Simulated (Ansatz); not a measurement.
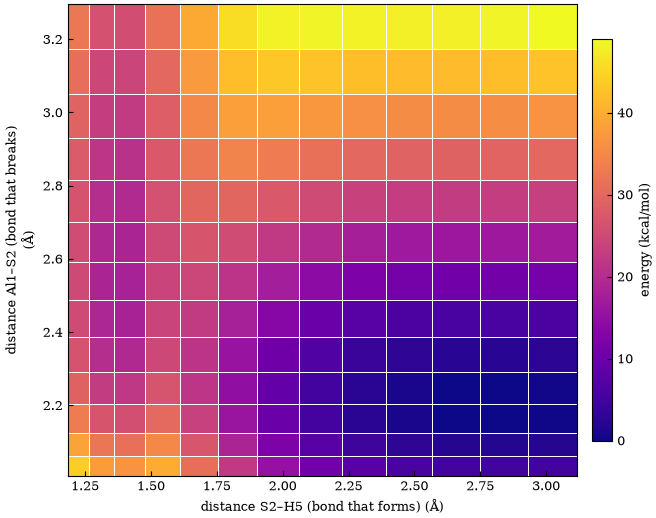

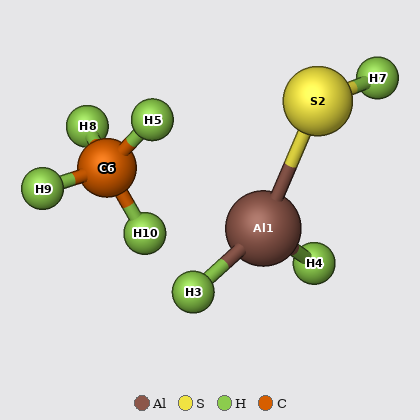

Energy landscape of the reacting system CH₇AlS (fragments AlH₃S + CH₄ where the first distance is long, CH₅Al + H₂S where the second is long). Coordinates scanned: (1) distance S2–H5 (bond that forms); (2) distance Al1–S2 (bond that breaks). Relaxed at each point: all other coordinates. The grid has 13 × 13 points. Points are written as (first, second). Energies: kcal/mol, counted from the lowest grid point. Energies and slopes of some neighbouring points disagree (a jump in structure or state, or too coarse a mesh). The reference is spin-restricted, so regions where a bond is pulled apart into radicals lie too high. These are results of RKS SPW92 (LDA)/def2-SVP in Ansatz, not measurements.

The picture shows one coloured cell a grid point. The second picture is the structure at the lowest point.

> Where are the lowest and the highest points?

The lowest grid point is at (2.838 Å, 2.162 Å). Other grid points that lie below all their neighbours: (1.416 Å, 2.539 Å) (18.0 kcal/mol higher). The highest grid point, (3.024 Å, 3.234 Å), lies 48.9 kcal/mol above the lowest.

The values on the grid:

```
second ↓, first →  1.224  1.305  1.416  1.542  1.680  1.827  1.981  2.142  2.308  2.480  2.657  2.838  3.024
            3.234   32.4   26.2   25.7   31.5   39.5   45.5   48.1   48.3   48.0   47.8   47.9   48.3   48.9
            3.110   30.8   24.6   24.1   29.9   37.4   42.1   43.3   42.8   42.1   41.7   41.8   42.1   42.7
            2.989   29.2   23.0   22.5   28.4   35.0   38.2   38.2   37.0   36.0   35.5   35.4   35.7   36.3
            2.872   27.7   21.5   21.0   27.5   32.4   34.0   32.9   31.2   29.8   29.2   29.0   29.3   29.8
            2.757   26.4   20.2   19.6   26.1   29.7   29.7   27.5   25.2   23.6   22.8   22.6   22.8   23.3
            2.646   25.4   19.1   18.5   24.9   26.9   25.3   22.2   19.5   17.7   16.7   16.4   16.5   17.0
            2.539   24.9   18.6   18.0   24.0   24.4   21.3   17.4   14.3   12.2   11.1   10.7   10.8   11.3
            2.436   25.1   18.9   18.2   23.9   22.4   18.0   13.4    9.9    7.6    6.3    5.8    5.9    6.3
            2.338   26.4   20.1   19.4   24.7   21.3   15.7   10.5    6.6    4.1    2.7    2.2    2.2    2.5
            2.246   29.0   22.7   21.9   26.6   21.6   14.9    9.2    5.0    2.3    0.8    0.2    0.1    0.4
            2.162   33.1   26.8   25.8   30.0   23.4   15.9    9.7    5.3    2.4    0.8    0.1    0.0    0.3
            2.088   38.6   32.2   31.2   34.9   26.9   18.7   12.1    7.5    4.5    2.8    2.1    1.9    2.1
            2.034   44.1   37.7   36.6   39.9   31.0   22.2   15.4   10.6    7.6    5.8    5.0    4.8    5.0
```

The input of one point:

```yaml
crystal:
  periodic: [false, false, false]
  atoms:
    - { symbol: Al, position_ang: [-0.844787, 0.301117, -0.885956] }
    - { symbol: S, position_ang: [0.595946, 1.541394, -1.915637] }
    - { symbol: H, position_ang: [-1.072221, -1.15967, -1.480501] }
    - { symbol: H, position_ang: [-1.846309, 0.990711, 0.150377] }
    - { symbol: H, position_ang: [0.994045, -0.173544, 0.310289] }
    - { symbol: C, position_ang: [0.554627, -0.869053, 1.045827] }
    - { symbol: H, position_ang: [0.351272, 2.65496, -1.164505] }
    - { symbol: H, position_ang: [1.01247, -0.610748, 2.021952] }
    - { symbol: H, position_ang: [0.802458, -1.905758, 0.749084] }
    - { symbol: H, position_ang: [-0.547496, -0.769504, 1.169073] }
basis:
  gaussian: { orbitals: def2-SVP }
hamiltonian:
  xc: lda
output:
  forces: true
relax:
  f_tol: 0.02
  max_steps: 50
  escape_saddle: false
  constraints: [{ distance: [1, 4] }, { distance: [0, 1] }]
scf:
  lower_state_search: "off"
```

Each point was launched as `ansatz run input.yaml --threads 1 --pin off --max-ram 2560MiB --backend cpu --events-out ev --progress --plain --runs-dir out`. The whole map (169 points run) took 20 min on 1 thread of Arm Neoverse V2 (shared host).
